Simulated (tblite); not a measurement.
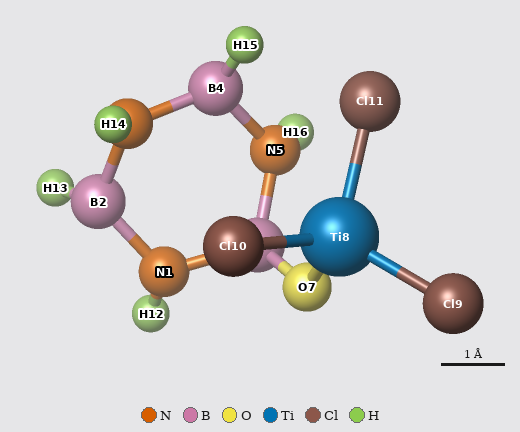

The structure as given in the input (ball-and-stick view, seen at a tilt; atoms are numbered from 1 in the order of the input). Sticks mark near contacts.

**TiB₃N₃H₅Cl₃O: geometry relaxation**

The run: geometry relaxation of TiB₃N₃H₅Cl₃O, SMILES [Cl][Ti]([Cl])([Cl])[O]B1NBNBN1. Method and program: GFN2-xTB geometry optimisation, gas phase (tblite 0.8.0).

Input:
```
{"job": {"kind": "relax", "xc": "GFN2-xTB", "basis": "xTB"}, "charge": 0, "multiplicity": 1}
N      1.841413     2.009442    -2.606556
B      2.596751     1.078814    -1.629821
N      1.999473     0.951929    -0.207264
B      0.460186     0.785599    -0.111686
N     -0.340958     1.227161    -1.371064
B      0.340441     2.261674    -2.301687
O     -0.025982     3.698640    -2.042643
Ti    -0.379000     4.480508    -0.313175
Cl    -1.665521     6.333749    -0.547318
Cl     1.555053     5.063363     0.693366
Cl    -1.444687     3.000125     0.978850
H      2.061636     1.875068    -3.594615
H      3.009028     0.090036    -2.091409
H      2.421922     1.573670     0.501809
H     -0.001563     0.993481     0.897430
H     -0.892218     0.527227    -1.817542
```

The first line tells a small driver script what to run in tblite; the rest is the geometry in Å.

Run as:
```bash
OMP_NUM_THREADS=1 python <driver script> task.json out
```

Output:
```
step      E/eV     max force
  0    -942.96904    4.767
  1    -944.01092    3.008
  2    -945.19736    3.788
  3    -945.58475    1.720
  4    -945.89939    0.951
  5    -946.00362    0.815
  6    -946.16817    1.190
  7    -946.25224    0.856
  8    -946.38081    1.012
  9    -946.49298    0.970
 10    -946.60407    1.003
 11    -946.72288    1.142
 12    -946.84943    0.971
 13    -946.96732    1.289
 14    -947.04433    1.411
 15    -947.14254    0.766
 16    -947.24848    0.870
 17    -947.33417    1.029
 18    -947.44912    1.011
 19    -947.55663    0.945
 20    -947.62703    0.723
 21    -947.67379    0.433
 22    -947.71159    0.573
 23    -947.74336    0.635
 24    -947.76993    0.448
 25    -947.78703    0.309
 26    -947.80641    0.375
 27    -947.81992    0.400
 28    -947.84203    0.298
 29    -947.85912    0.272
 30    -947.87567    0.432
 31    -947.89212    0.556
 32    -947.91298    0.568
 33    -947.93283    0.372
 34    -947.94964    0.314
 35    -947.96466    0.364
 36    -947.97880    0.337
 37    -947.99263    0.313
 38    -948.00405    0.254
 39    -948.01126    0.196
 40    -948.01853    0.245
 41    -948.02755    0.242
 42    -948.03619    0.261
 43    -948.04261    0.195
 44    -948.04730    0.180
 45    -948.05177    0.204
 46    -948.05741    0.238
 47    -948.06410    0.270
 48    -948.07118    0.265
 49    -948.07925    0.311
 50    -948.08774    0.313
 51    -948.09605    0.313
 52    -948.10382    0.238
 53    -948.11159    0.212
 54    -948.12079    0.252
 55    -948.13174    0.268
 56    -948.14063    0.175
 57    -948.14511    0.213
 58    -948.14697    0.156
 59    -948.14962    0.120
 60    -948.15196    0.104
 61    -948.15467    0.166
 62    -948.15790    0.147
 63    -948.16119    0.141
 64    -948.16345    0.129
 65    -948.16550    0.103
 66    -948.16740    0.103
 67    -948.16927    0.121
 68    -948.17131    0.109
 69    -948.17316    0.115
 70    -948.17460    0.098
 71    -948.17591    0.073
 72    -948.17683    0.079
 73    -948.17755    0.073
 74    -948.17824    0.055
 75    -948.17878    0.053
 76    -948.17919    0.045
 77    -948.17955    0.050
 78    -948.17987    0.043
 79    -948.18016    0.039
 80    -948.18045    0.037
 81    -948.18080    0.042
 82    -948.18125    0.044
 83    -948.18178    0.049
 84    -948.18226    0.050
 85    -948.18266    0.053
 86    -948.18309    0.048
 87    -948.18364    0.062
 88    -948.18444    0.092
 89    -948.18550    0.109
 90    -948.18678    0.105
 91    -948.18832    0.088
 92    -948.19021    0.084
 93    -948.19233    0.091
 94    -948.19445    0.094
 95    -948.19596    0.081
 96    -948.19679    0.102
 97    -948.19738    0.060
 98    -948.19798    0.070
 99    -948.19876    0.096
100    -948.19991    0.102
101    -948.20137    0.118
102    -948.20262    0.089
103    -948.20343    0.113
104    -948.20430    0.075
105    -948.20510    0.079
106    -948.20631    0.083
107    -948.20721    0.067
108    -948.20819    0.111
109    -948.20933    0.081
110    -948.21018    0.069
111    -948.21122    0.058
112    -948.21194    0.087
113    -948.21274    0.121
114    -948.21290    0.097
115    -948.21400    0.066
116    -948.21456    0.067
117    -948.21555    0.074
118    -948.21649    0.086
119    -948.21722    0.090
120    -948.21784    0.096
121    -948.21823    0.049
122    -948.21849    0.041
123    -948.21856    0.056
124    -948.21887    0.040
125    -948.21905    0.032
126    -948.21944    0.033
127    -948.21965    0.043
128    -948.21984    0.040
129    -948.22016    0.028
130    -948.22036    0.035
131    -948.22058    0.037
132    -948.22069    0.036
133    -948.22079    0.029
134    -948.22089    0.024
135    -948.22101    0.024
136    -948.22107    0.020
137    -948.22115    0.018
138    -948.22121    0.016
139    -948.22127    0.019
140    -948.22134    0.020
141    -948.22143    0.025
142    -948.22152    0.030
143    -948.22161    0.028
144    -948.22169    0.019
145    -948.22175    0.015
146    -948.22180    0.015
147    -948.22184    0.017
148    -948.22190    0.017
149    -948.22197    0.019
150    -948.22206    0.024
151    -948.22219    0.028
152    -948.22233    0.029
153    -948.22250    0.026
154    -948.22267    0.029
155    -948.22283    0.034
156    -948.22296    0.034
157    -948.22314    0.032
158    -948.22345    0.044
159    -948.22395    0.048
160    -948.22455    0.068
161    -948.22518    0.074
162    -948.22551    0.072
163    -948.22630    0.069
164    -948.22679    0.062
165    -948.22783    0.046
166    -948.22817    0.051
167    -948.22850    0.034
168    -948.22872    0.051
169    -948.22894    0.029
170    -948.22915    0.029
171    -948.22928    0.027
172    -948.22939    0.026
173    -948.22950    0.023
174    -948.22961    0.020
175    -948.22968    0.018
176    -948.22973    0.016
177    -948.22980    0.022
178    -948.22988    0.020
179    -948.22995    0.014
180    -948.22998    0.015
181    -948.23001    0.017
182    -948.23003    0.015
183    -948.23006    0.014
184    -948.23009    0.014
185    -948.23012    0.014
186    -948.23015    0.012
187    -948.23017    0.011
188    -948.23020    0.010
189    -948.23022    0.008
190    -948.23024    0.008
191    -948.23025    0.008
192    -948.23025    0.008
193    -948.23027    0.008
194    -948.23028    0.007
```

Trajectory as extended XYZ (Å, eV, eV/Å), 7 of the 26 frames kept, from step=0 to step=194:
```
16
Properties=species:S:1:pos:R:3:forces:R:3 step=0 energy=-942.96904
N     1.8414    2.0094   -2.6066   -0.8950  -1.7470   1.3920
B     2.5968    1.0788   -1.6298   -3.4760   0.5820  -0.2300
N     1.9995    0.9519   -0.2073   -1.7660   1.1120  -1.3540
B     0.4602    0.7856   -0.1117    2.8170   2.4320  -2.9790
N    -0.3410    1.2272   -1.3711    1.9250   0.6920   0.2610
B     0.3404    2.2617   -2.3017    1.5280   1.7950   3.0840
O    -0.0260    3.6986   -2.0426    0.0350  -2.4550   1.0550
Ti   -0.3790    4.4805   -0.3132    0.3140  -1.1080  -1.6170
Cl   -1.6655    6.3337   -0.5473    0.6800  -1.0240   0.2340
Cl    1.5551    5.0634    0.6934   -0.9860  -0.3080  -0.4240
Cl   -1.4447    3.0001    0.9789    0.1790   1.3780  -0.4000
H     2.0616    1.8751   -3.5946    0.1220   0.3130   0.5440
H     3.0090    0.0900   -2.0914    0.8700   0.3540   0.0210
H     2.4219    1.5737    0.5018   -0.3970  -0.9850  -0.4440
H    -0.0016    0.9935    0.8974   -0.3860  -0.8900   0.8440
H    -0.8922    0.5272   -1.8175   -0.5630  -0.1430   0.0110
16
Properties=species:S:1:pos:R:3:forces:R:3 step=32 energy=-947.91298
N     1.6586    1.9470   -2.4967    0.1430   0.0330   0.0050
B     2.5090    1.3017   -1.5523    0.0470   0.0760  -0.1800
N     1.9381    0.8331   -0.3400    0.2130  -0.0920  -0.0320
B     0.5574    0.8642   -0.0735   -0.1130  -0.0520   0.1430
N    -0.2215    1.6302   -0.9783    0.0250   0.0380  -0.1410
B     0.3478    2.3298   -2.1205    0.1920  -0.0610   0.1080
O    -0.3227    3.4602   -2.4356   -0.1210   0.1460   0.1030
Ti   -0.4632    3.9975   -0.7653    0.0100   0.1240  -0.2190
Cl   -1.2765    5.9773   -0.9460    0.1730  -0.0170   0.0460
Cl    1.4610    4.3308    0.1492   -0.1350   0.0740  -0.1100
Cl   -1.7018    3.4188    0.9029   -0.1230   0.0860   0.0200
H     2.0373    2.3055   -3.3589    0.1400   0.0780   0.0330
H     3.6483    1.1885   -1.7810    0.0270  -0.0710  -0.0140
H     2.5497    0.4014    0.3388   -0.0330   0.0100  -0.1040
H     0.0431    0.3259    0.8204    0.0440  -0.1280   0.1930
H    -1.2285    1.6385   -0.9267   -0.4900  -0.2460   0.1510
16
Properties=species:S:1:pos:R:3:forces:R:3 step=64 energy=-948.16345
N     1.6166    2.1829   -2.2316    0.0640  -0.0680   0.0010
B     2.5401    1.3232   -1.5795    0.0630  -0.1110  -0.0220
N     2.0411    0.5152   -0.5263    0.0430   0.0590   0.0460
B     0.7057    0.5430   -0.0621   -0.0460   0.0240  -0.0230
N    -0.1864    1.4120   -0.7536   -0.0400   0.0070   0.0190
B     0.2615    2.2621   -1.8136    0.0330  -0.0130   0.0070
O    -0.5461    3.2801   -2.2611   -0.0640  -0.0290  -0.0130
Ti   -0.5472    4.3393   -0.9502   -0.0450   0.0380   0.0730
Cl   -0.8730    6.3628   -1.5280    0.0060   0.0390   0.0060
Cl    1.2062    4.4296    0.2707   -0.0170   0.0420  -0.0190
Cl   -2.1401    3.9710    0.4264   -0.0480   0.0110   0.0190
H     1.9202    2.8026   -2.9732    0.0210  -0.0760   0.0510
H     3.6638    1.2770   -1.8975    0.0170   0.0310  -0.0390
H     2.6917   -0.0856   -0.0416    0.0000   0.0270  -0.0430
H     0.3496   -0.0967    0.8513   -0.0180  -0.0140  -0.0650
H    -1.1677    1.4320   -0.4935    0.0310   0.0320   0.0010
16
Properties=species:S:1:pos:R:3:forces:R:3 step=96 energy=-948.19679
N     1.7237    2.1244   -2.2197   -0.0370   0.0080  -0.0160
B     2.5870    1.1433   -1.6630   -0.0130  -0.0040  -0.0130
N     2.0750    0.3680   -0.5938   -0.0460   0.0490  -0.0770
B     0.7696    0.5111   -0.0636   -0.0070   0.0100  -0.0060
N    -0.0583    1.5018   -0.6605    0.0000   0.0260   0.0130
B     0.4142    2.3418   -1.7186   -0.0140   0.0020   0.0100
O    -0.3718    3.3954   -2.1227    0.0360  -0.0360   0.0040
Ti   -0.7119    4.4939   -0.8976   -0.0370   0.0130  -0.0190
Cl   -1.1647    6.4565   -1.6092    0.0280  -0.0100  -0.0010
Cl    0.9196    4.7625    0.4488    0.0100   0.0070   0.0060
Cl   -2.4027    4.0365    0.3292    0.0130  -0.0450  -0.0150
H     2.0473    2.7034   -2.9816    0.0020   0.0140   0.0310
H     3.6678    0.9915   -2.0812    0.0240  -0.0170  -0.0020
H     2.6715   -0.3391   -0.1957    0.0500  -0.0150   0.0490
H     0.3911   -0.1516    0.8224   -0.0390  -0.0080  -0.0120
H    -1.0216    1.6111   -0.3566    0.0320   0.0070   0.0480
16
Properties=species:S:1:pos:R:3:forces:R:3 step=136 energy=-948.22107
N     1.8823    2.0595   -2.1774    0.0010   0.0080   0.0020
B     2.5192    0.8176   -1.9163   -0.0140   0.0010  -0.0110
N     1.9968    0.0409   -0.8538   -0.0020   0.0130   0.0000
B     0.9027    0.4378   -0.0440    0.0040   0.0120   0.0010
N     0.3162    1.6971   -0.3361    0.0000   0.0030  -0.0010
B     0.7880    2.5211   -1.4037    0.0070  -0.0030   0.0070
O     0.1698    3.7249   -1.6142    0.0100  -0.0140  -0.0110
Ti   -0.8828    4.7623   -0.8408    0.0040   0.0120   0.0090
Cl   -1.5183    6.4477   -1.9889    0.0030   0.0030  -0.0050
Cl   -0.0440    5.5618    0.9502    0.0020  -0.0150   0.0030
Cl   -2.6963    3.8239   -0.2265   -0.0190  -0.0070  -0.0020
H     2.2144    2.6462   -2.9281    0.0050   0.0000  -0.0030
H     3.4303    0.4616   -2.5586   -0.0020  -0.0090   0.0000
H     2.4317   -0.8484   -0.6604   -0.0040   0.0030   0.0060
H     0.4986   -0.2343    0.8243    0.0050  -0.0020   0.0010
H    -0.4727    2.0309    0.2110   -0.0010  -0.0070   0.0030
16
Properties=species:S:1:pos:R:3:forces:R:3 step=168 energy=-948.22872
N     1.8657    2.0298   -2.2348    0.0030   0.0060  -0.0070
B     2.4285    0.7511   -1.9842    0.0050  -0.0140  -0.0080
N     1.9555    0.0547   -0.8462    0.0100  -0.0190   0.0010
B     0.9720    0.5591    0.0415    0.0250  -0.0250   0.0040
N     0.4516    1.8466   -0.2491    0.0300   0.0050  -0.0130
B     0.8828    2.5971   -1.3875   -0.0240   0.0000  -0.0090
O     0.3108    3.8221   -1.6078   -0.0100  -0.0160  -0.0050
Ti   -0.9018    4.6992   -0.8619    0.0030   0.0080   0.0210
Cl   -1.4382    6.5242   -1.8341   -0.0010   0.0010   0.0120
Cl   -0.3720    5.2448    1.1322   -0.0070   0.0130  -0.0060
Cl   -2.7265    3.6099   -0.6753    0.0040   0.0080  -0.0160
H     2.1623    2.5602   -3.0399    0.0130   0.0070  -0.0040
H     3.2433    0.3014   -2.6934    0.0040  -0.0040  -0.0040
H     2.3439   -0.8573   -0.6571   -0.0180   0.0170   0.0070
H     0.6039   -0.0506    0.9695    0.0060  -0.0020   0.0040
H    -0.2459    2.2582    0.3646   -0.0430   0.0160   0.0230
16
Properties=species:S:1:pos:R:3:forces:R:3 step=194 energy=-948.23028
N     1.8497    2.0215   -2.2409   -0.0020   0.0020   0.0000
B     2.4196    0.7446   -1.9956    0.0020   0.0000   0.0020
N     1.9694    0.0540   -0.8447   -0.0030  -0.0040   0.0020
B     0.9982    0.5586    0.0563    0.0040  -0.0010   0.0000
N     0.4600    1.8389   -0.2370   -0.0020   0.0020  -0.0040
B     0.8733    2.5867   -1.3839   -0.0020   0.0040   0.0030
O     0.2981    3.8113   -1.5973    0.0000  -0.0050  -0.0020
Ti   -0.9056    4.7089   -0.8627    0.0000   0.0050  -0.0010
Cl   -1.3663    6.5731   -1.7993    0.0010  -0.0040   0.0020
Cl   -0.4415    5.2026    1.1597    0.0020   0.0020   0.0040
Cl   -2.7584    3.6570   -0.7739   -0.0060  -0.0020  -0.0010
H     2.1382    2.5525   -3.0487    0.0010   0.0050  -0.0050
H     3.2233    0.2940   -2.7170    0.0020  -0.0030   0.0010
H     2.3632   -0.8547   -0.6540    0.0020  -0.0020   0.0010
H     0.6545   -0.0459    0.9971   -0.0010   0.0000   0.0000
H    -0.2395    2.2473    0.3786    0.0010   0.0010   0.0000
```

Summary:

- outcome: converged
- total energy: −948.2303 eV
- hardware: 1 CPU thread, shared host
- wall time: 4.2 s
- peak memory: 0.17 GiB
